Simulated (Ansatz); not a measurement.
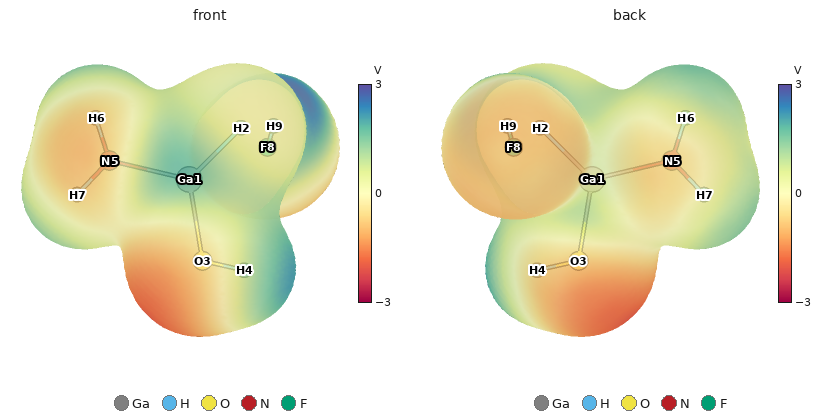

The picture shows: GaH₄NO···HF. The electrostatic potential painted on the density surface at 0.002 e/bohr³, seen from the front and from behind; the colour scale runs from red (negative) to blue (positive).

Computed with RKS PBE0-D4/def2-SVP in Ansatz.

```yaml
atoms:
  - { symbol: Ga, position_ang: [-0.1440, -0.2439, -0.1410] }
  - { symbol: H, position_ang: [-0.0524, -0.3971, 1.4199] }
  - { symbol: O, position_ang: [1.3050, -0.2800, -1.1817] }
  - { symbol: H, position_ang: [2.1368, -0.3742, -0.7073] }
  - { symbol: N, position_ang: [-1.7073, -0.2283, -1.0297] }
  - { symbol: H, position_ang: [-2.6051, -0.0879, -0.5868] }
  - { symbol: H, position_ang: [-1.7487, -0.0875, -2.0314] }
  - { symbol: F, position_ang: [-0.0473, 2.2205, 1.3764] }
  - { symbol: H, position_ang: [-0.0532, 1.4160, 1.8341] }
```

Question: Where is the surface potential most negative and most positive?

Answer: The most negative region (about −1.9 V) lies over O3, the most positive (about +2.6 V) over H9. O3 is the likeliest acceptor of a hydrogen bond.
